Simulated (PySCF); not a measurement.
## A study: CBr₂F₂, SMILES `FC(F)(Br)Br`

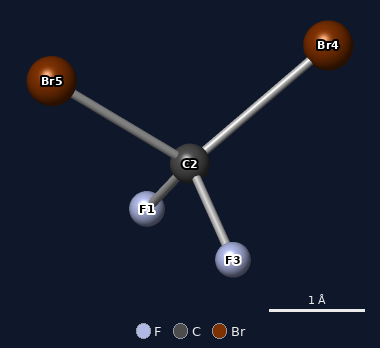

The molecule, with its atoms numbered as below. No frequency check shows the geometry to be a minimum.

Geometry (Å), atoms numbered from 1:

```
F1      -0.0006    1.4448   -1.0712
C2       0.0002    0.6702   -0.0000
F3       0.0006    1.4448    1.0712
Br4     -1.6064   -0.4289    0.0001
Br5      1.6064   -0.4290   -0.0001
```

## 1. Bonding charge

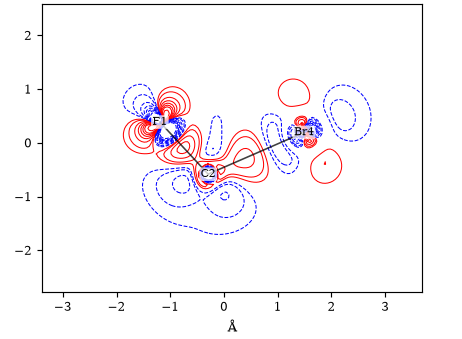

Deformation density (molecule less spherical, spin-averaged free atoms) in the plane of F1, C2 and Br4; contours at ±0.05 to ±0.8 e/Å³; solid red lines: gain, dashed blue lines: loss.

PySCF calculation, PBE/def2-TZVP, gas phase; geometry: GFN2-xTB.

Question: Describe the bonding that the map shows.

Answer: C2–Br4: +0.21 e/Å³ at the bond critical point (bond length 1.95 Å, Mayer order 1.1). F1–C2: +0.17 e/Å³ at the bond critical point (bond length 1.32 Å, Mayer order 1.2). In all, 1.1 electrons gather in the regions of gain relative to the promolecule.

Question: Where do the Hirshfeld charges lie?

Answer: The highest Hirshfeld charge is on C2 (+0.17 e), the lowest on F1 and F3 (−0.06 e).

## 2. Bond critical points

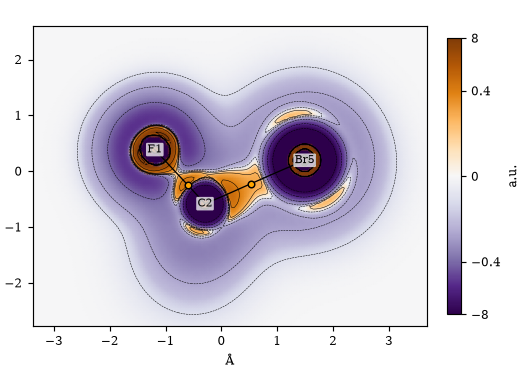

Negative Laplacian of the density (−∇²ρ) in the plane of F1, C2 and Br5 (orange positive, purple negative, colour scale in a.u., logarithmic beyond ±0.04), with bond paths and bond critical points (dots).

Question: At which bond critical points in this plane is charge locally concentrated, and at which depleted?

Answer: Concentrated (∇²ρ < 0): F1–C2 (−0.44 a.u.); C2–Br5 (−0.13 a.u.). At none is it depleted.

Question: Where along F1–C2 does the critical point lie?

Answer: 0.87 Å from F1 and 0.45 Å from C2.

## 3. Local ionisation energy

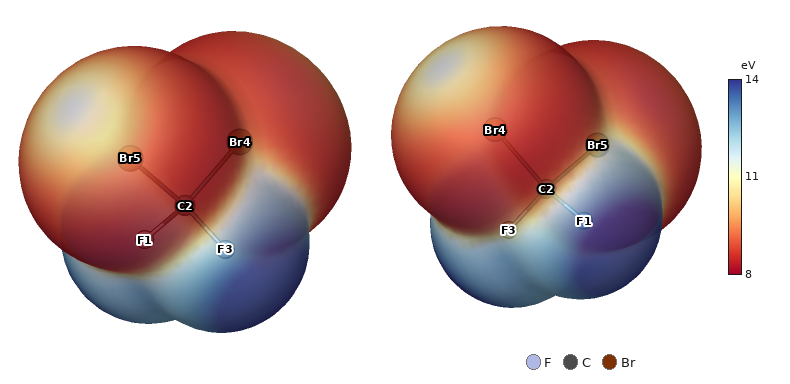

Average local ionisation energy on the surface of electron density 0.001 a.u. (back view left, front view right).

Question: Where are the most loosely bound electrons on this surface?

Answer: The lowest value is 8.3 eV, 2.3 Å from Br4, and at like points elsewhere. For comparison, the highest occupied orbital lies at −7.2 eV.

Question: What volume does the surface enclose, and what is the dipole moment?

Answer: About 111 Å³; the dipole moment is 0.2 D.

## 4. In an electric field

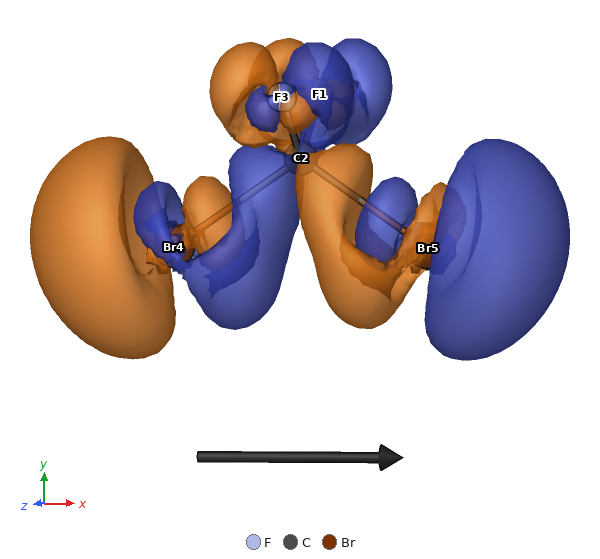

Change of the electron density in a uniform field of 0.21 V/Å along +x (arrow), surfaces at ±0.0015 e/Å³ (orange: gain, blue: loss).

Computed with PySCF, PBE/def2-TZVP, geometry: GFN2-xTB. A basis without diffuse functions makes polarisabilities too small.

Question: What dipole is induced, and what polarisability does it imply?

Answer: The induced dipole is 0.73 D (along the field); α along this axis, from the fields in both directions, is 72 bohr³ (10.7 Å³).

Question: Which atoms gain and lose the most charge?

Answer: Electrons gather most on Br4 (Hirshfeld charge changes by −0.026 e) and leave Br5 most (+0.026 e); 0.054 electrons are displaced in all.

## 5. Removing or adding an electron

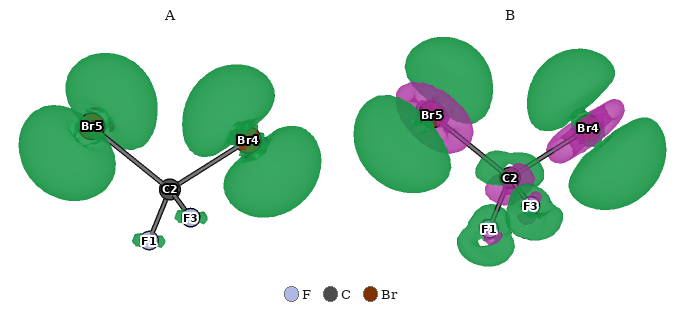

The Fukui function f⁻ from two separate SCF calculations and the density of the HOMO, at ±0.02 e/Å³ (green positive, purple negative).

Level of theory: PBE/def2-TZVP (PySCF), at a geometry from GFN2-xTB.

Question: Which panel is which, and how good is the frozen-orbital picture?

Answer: B is f⁻ (it has negative regions), A the HOMO density. The HOMO lies on Br4 and Br5 (48 % each); f⁻ (Hirshfeld-condensed) is largest on Br4 and Br5 (0.43 each); the vertical ionisation energy is 10.41 eV (the stability of the cation's solution wasn't checked). Relaxation shifts 10 % of the electron between atoms. The orbital energy is −7.25 eV.
